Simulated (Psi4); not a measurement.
# BHF2 (SMILES FBF): MP2.5/jun-cc-pV(D+d)Z (fitted SCF)

Aim: the energy change on altering one bond length of BHF2 at MP2.5/jun-cc-pV(D+d)Z (fitted SCF), from 2 runs. 

The results are computed with Psi4 1.11.

5 further runs of the same task are left out: 5 set aside as unsound or not needed.

## Step 1: The system as given

BHF2 has 4 atoms, charge 0, and is taken as a singlet. As SMILES, `FBF`. Geometry: relaxed at PBE0-D4/def2-TZVP.

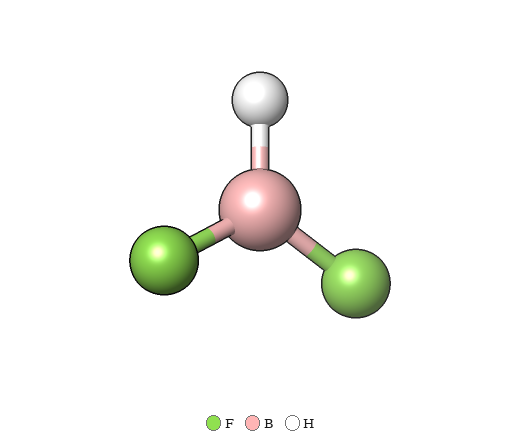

The structure, seen from a chosen angle (fluorine green, boron pink, hydrogen white).

## Step 2: A single-point energy at MP2.5/jun-cc-pV(D+d)Z (fitted SCF)

Contents of calc.in:

```
memory 1600 mb

molecule {
  F      2.18131087     0.86341587    -0.68389188
  B     -0.00359048    -0.05858151     0.04762110
  F     -2.07000600     0.99909820    -0.82940080
  H     -0.10771439    -1.80393256     1.46567158
  units au
  no_reorient
  no_com
}

set basis jun-cc-pV(D+d)Z
set scf_type df
set freeze_core true
set mp_type conv

energy("mp2.5")
```

Run with:

```bash
$ psi4 -i calc.in -o calc.out -n 1
```

calc.out:

```text
[...]
  Running in c1 symmetry.
[...]
  Nuclear repulsion =   61.888554693034997
[...]
  Multiplicity = 1
[...]
  Nalpha       = 12
  Nbeta        = 12
[...]
    Number of basis functions: 59
[...]
   @DF-RHF iter   1:  -224.22404955195225   -8.64604e-01   6.43248e-03 DIIS/ADIIS
[...]
   @DF-RHF iter  10:  -224.27332395031715   -2.30216e-12   7.04225e-09 DIIS
[...]
    Orbital Energies [Eh]
    ---------------------
    Doubly Occupied:
       1A    -26.335503     2A    -26.335463     3A     -7.744438
       4A     -1.666128     5A     -1.633872     6A     -0.838404
       7A     -0.774526     8A     -0.755344     9A     -0.724741
      10A     -0.669819    11A     -0.662761    12A     -0.562133
[...]
  @DF-RHF Final Energy:  -224.27332395031715
   => Energetics <=
    Nuclear Repulsion Energy =             61.8885546930349975
    One-Electron Energy =                -434.9174909715394506
    Two-Electron Energy =                 148.7556123281872829
    Total Energy =                       -224.2733239503171490
[...]
 Multipole Moments:
 ------------------------------------------------------------------------------------
     Multipole            Electronic (a.u.)      Nuclear  (a.u.)        Total (a.u.)
 ------------------------------------------------------------------------------------
 L = 1.  Multiply by 2.5417464519 to convert [e a0] to [Debye]
 Dipole X            :         -0.8990295            0.8760770           -0.0229524
 Dipole Y            :        -15.0458836           14.6657865           -0.3800970
 Dipole Z            :         12.2247108          -11.9158570            0.3088538
 Magnitude           :                                                    0.4902971
[...]
	SCS-MP2 Total Energy (a.u.)        :  -224.72213931754538
	SOS-MP2 Total Energy (a.u.)        :  -224.71495398879921
	SCSN-MP2 Total Energy (a.u.)       :  -224.49063222480333
[...]
	SOS-PI-MP2 Total Energy (a.u.)     :  -224.74892553022093
[...]
	MP2 Total Energy (a.u.)            :  -224.73650997503765
[...]
```

It took 2.2 s on 1 thread of AMD EPYC 9R45 (Zen 5), shared host; peak memory 0.29 GiB.

## Step 3: The distorted shape at the same level

Contents of bf2h.py:

```python
import psi4

psi4.set_memory('1600 MB')
psi4.set_num_threads(1)
psi4.core.set_output_file('bf2h.out', False)

molecule = psi4.geometry("""
0 1
F      1.165318     0.641582    -0.511949
B      0.009118     0.153682    -0.124849
F     -1.084382     0.713382    -0.588949
H     -0.057000    -0.954600     0.775600
no_reorient
no_com
""")

psi4.set_options({
    'basis': 'jun-cc-pV(D+d)Z',
    'scf_type': 'df',
    'freeze_core': True,
    'mp_type': 'conv',
})

result = psi4.energy('mp2.5')
print(f'total energy {result:.8f} hartree = {result * 27.211386:.5f} eV')
```

Run with:

```bash
$ python bf2h.py
```

bf2h.out:

```text
[...]
  Running in c1 symmetry.
[...]
  Nuclear repulsion =   61.139371723427388
[...]
  Multiplicity = 1
[...]
  Nalpha       = 12
  Nbeta        = 12
[...]
    Number of basis functions: 59
[...]
   @DF-RHF iter   1:  -224.20083358837968   -9.04454e-01   6.57355e-03 DIIS/ADIIS
[...]
   @DF-RHF iter  10:  -224.25277341103609   -1.42109e-12   7.42629e-09 DIIS
[...]
    Orbital Energies [Eh]
    ---------------------
    Doubly Occupied:
       1A    -26.343830     2A    -26.343789     3A     -7.770317
       4A     -1.673814     5A     -1.641457     6A     -0.843353
       7A     -0.781517     8A     -0.749433     9A     -0.732044
      10A     -0.676941    11A     -0.669283    12A     -0.516126
[...]
  @DF-RHF Final Energy:  -224.25277341103609
   => Energetics <=
    Nuclear Repulsion Energy =             61.1393717234273879
    One-Electron Energy =                -433.3004841114642431
    Two-Electron Energy =                 147.9083389770007386
    Total Energy =                       -224.2527734110360882
[...]
 Multipole Moments:
 ------------------------------------------------------------------------------------
     Multipole            Electronic (a.u.)      Nuclear  (a.u.)        Total (a.u.)
 ------------------------------------------------------------------------------------
 L = 1.  Multiply by 2.5417464519 to convert [e a0] to [Debye]
 Dipole X            :         -1.3728157            1.3549601           -0.0178556
 Dipole Y            :        -22.9875635           22.6927497           -0.2948138
 Dipole Z            :         18.6771027          -18.4375419            0.2395608
 Magnitude           :                                                    0.3802938
[...]
	SCS-MP2 Total Energy (a.u.)        :  -224.70413068034324
	SOS-MP2 Total Energy (a.u.)        :  -224.69707214005905
	SCSN-MP2 Total Energy (a.u.)       :  -224.47049614137060
[...]
	SOS-PI-MP2 Total Energy (a.u.)     :  -224.73124896536851
[...]
	MP2 Total Energy (a.u.)            :  -224.71824776091162
[...]
```

Standard output:

```text
total energy -224.71916979 hartree = -6114.92007 eV
```

Wall time 2.1 s (1 thread of AMD EPYC 9R45 (Zen 5), shared host); peak memory 0.29 GiB.

## Step 4: Summary of results

At MP2.5/jun-cc-pV(D+d)Z (fitted SCF), 3 core orbitals frozen:

```
                                                         quantity          value
                                        first shape: total energy  -224.73730 Eh
                 first shape: HOMO energy (Hartree–Fock orbitals)      -15.30 eV
                 first shape: LUMO energy (Hartree–Fock orbitals)        1.31 eV
               first shape: HOMO–LUMO gap (Hartree–Fock orbitals)       16.61 eV
         first shape: correlation energy (3 core orbitals frozen)     -464.0 mEh
                                    distorted shape: total energy  -224.71917 Eh
             distorted shape: HOMO energy (Hartree–Fock orbitals)      -14.04 eV
             distorted shape: LUMO energy (Hartree–Fock orbitals)        1.30 eV
           distorted shape: HOMO–LUMO gap (Hartree–Fock orbitals)       15.34 eV
     distorted shape: correlation energy (3 core orbitals frozen)     -466.4 mEh
energy change with the B2–H4 bond stretched from 1.191 to 1.429 Å       0.493 eV
```

What this shows: With the B2–H4 bond stretched from 1.191 to 1.429 Å the energy rises by 0.49 eV (11.4 kcal/mol). The first shape isn't relaxed at this level, so the change isn't measured from a minimum.
